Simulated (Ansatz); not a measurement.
## La2O3 (P-3m1): refractive index against wavelength

The refractive index of La2O3 (P-3m1) along x below the direct gap (3.97 eV on the mesh) is read from one computed spectrum, n = √(Re ε). x, y and z are the Cartesian axes of the input cell.

It takes space group P-3m1 (No. 164, trigonal). Conventional cell: a = 3.931 Å, b = 3.931 Å, c = 6.112 Å, α = 90.00°, β = 90.00°, γ = 120.00°. La on site d has 4 O at 2.36 to 2.44 Å as nearest neighbours. O on site a has 6 La at 2.72 Å as nearest neighbours. Around O on site d lie 4 La at 2.36 to 2.44 Å.

Method: Ansatz 0.2.0, PBE, independent particles, k-mesh 9×9×5 with interpolation inside its cells, Gaussian parameter 0.1 eV.

Launch of the response step: `ansatz run input.yaml --threads 4 --pin off --max-ram 8192MiB --backend cpu --events-out ev --progress --plain --runs-dir out`. The run took 26 s, on 4 threads of AMD EPYC 9R45 96-Core Processor (Zen 5), on a shared host.

```tsv
wavelength (nm)	photon energy E (eV)	n
1310	0.946	2.2509
1064	1.165	2.2587
850	1.459	2.2721
700	1.771	2.2906
633	1.959	2.3040
532	2.331	2.3367
450	2.755	?
```

In the single-oscillator model n² − 1 = E₀E_d/(E₀² − E²), so 1/(n² − 1) = E₀/E_d − E²/(E₀E_d) is linear in E².

Working, on the rows shown:

| x = E² (eV²) | y = 1/(n² − 1) |
| --- | --- |
| 0.895757 | 0.245909 |
| 1.35784 | 0.2438 |
| 2.12762 | 0.240244 |
| 3.13716 | 0.235469 |
| 3.83641 | 0.232104 |
| 5.43137 | 0.224207 |

Means: x̄ = 2.7977, ȳ = 0.23696. Σ(x − x̄)(y − ȳ) = -0.06821, Σ(x − x̄)² = 14.27. Slope = -0.06821 / 14.27 = -0.00478; intercept = ȳ − slope · x̄ = 0.25033. Turned back into n, the line misses the rows shown by at most 0.00068.

Problem. Predict the last column of the withheld row from the fit.

Solution. At x = 7.5912 the line gives y = 0.21404, that is 2.3816. The run gave 2.3867, so the extrapolation is off by 0.0051, 4 % of the range in the table.

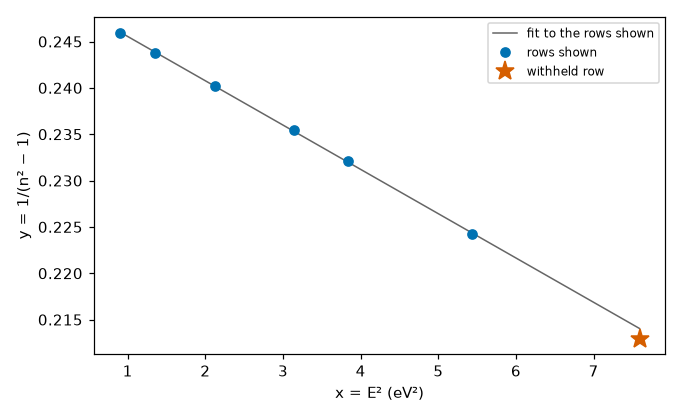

Refitted with all rows, the slope is -0.004914 and the intercept 0.25064. These give E₀ = √(intercept/−slope) = 7.14 eV and E_d = E₀/intercept = 28.5 eV; E₀ is 1.8 times the direct gap. The electronic limit at long wavelengths, without lattice vibrations, is n = √(1 + 1/intercept) = 2.234. Excitons are left out and so are local fields; PBE gaps are as a rule too small. Spin-orbit coupling is left out.

[Logs are printed without paths, hosts, clocks, repeated set-up lines and the standing remarks that a program may print on its own settings, such as how far it seeks lower states.]
